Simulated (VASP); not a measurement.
Band structure of CdSe (zinc blende). Level of theory: SCAN meta-GGA, VASP's PBE PAW potentials (set 64) (plane waves; VASP).

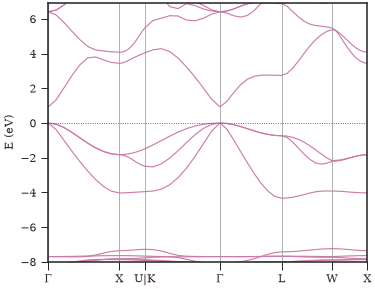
*Bands along high-symmetry lines, zero at the valence-band maximum or, without a gap, the Fermi level*

### Question
Read the plot: is there a gap, and where are the band edges?

### Answer
The gap is direct, 0.93 eV, from the valence maximum at Γ to the conduction minimum at Γ.

The compound is CdSe in the zinc blende structure, whereas wurtzite is the usual form. It was relaxed first.
